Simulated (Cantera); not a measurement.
Feed: 1 mol Cu₂O, 6.2 mol C, 5.4 mol N₂, at 1.30 bar.

These are equilibrium values from Cantera (NASA tables, ideal gas, pure condensed phases), not measurements of a reactor. Candidate condensed phases: C, Cu, CuO, Cu₂O; 27 gas species. Equilibrium is a limit: real reactors are often held back by kinetics, nucleation or transport.

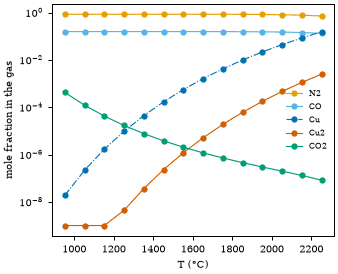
Equilibrium gas composition (values under 1e-9 drawn at 1e-9)

**Question.** Read off the mole fractions at 952 °C.

**Answer.** N₂ about 0.84, CO about 0.16, CO₂ about 0.00042, Cu about 1.9e-8.
